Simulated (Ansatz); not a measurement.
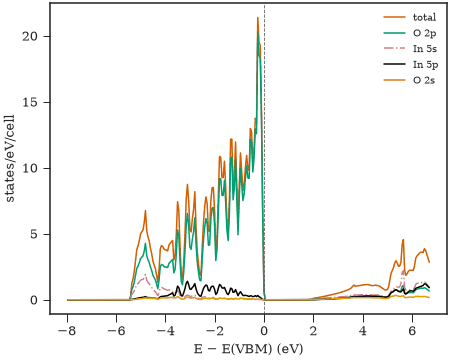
Figure: Total and projected density of states of In$_{2}$O$_{3}$ in space group C2/c (No. 15; In on 8f, O on 8f, O on 4e), the program Ansatz at the r²SCAN level (PAW)

Task: Which orbitals carry the states next to the gap?

Result: Top 1 eV of the valence band: O 2p 94 %. Bottom 1 eV of the conduction band: In 5s 49 %, O 2p 20 %, O 2s 17 %, In 5p 12 %. Projections are on Löwdin-orthogonalised atomic valence shells; empty p or d shells of many metals are not among them.

Task: Where is the tallest occupied peak in this window, and what makes it?

Result: Near -0.3 eV, about 21 states/eV per cell; the largest projected share is O 2p.

The start of the workflow was typed in or built on a structure type; neither database checked (COD, Materials Project) lists it. It is not the phase usual at ambient conditions (space group No. 206). Symmetry was held in the r²SCAN relaxation; its stability against distortions is not shown here. Scalar-relativistic: spin–orbit coupling is off unless named, which matters more the heavier the elements.

Potentials: the earlier of the program's two PAW sets. The files were generated under PBE; for other functionals the program regenerates the frozen cores, and for LDA and PBEsol the local potential too.
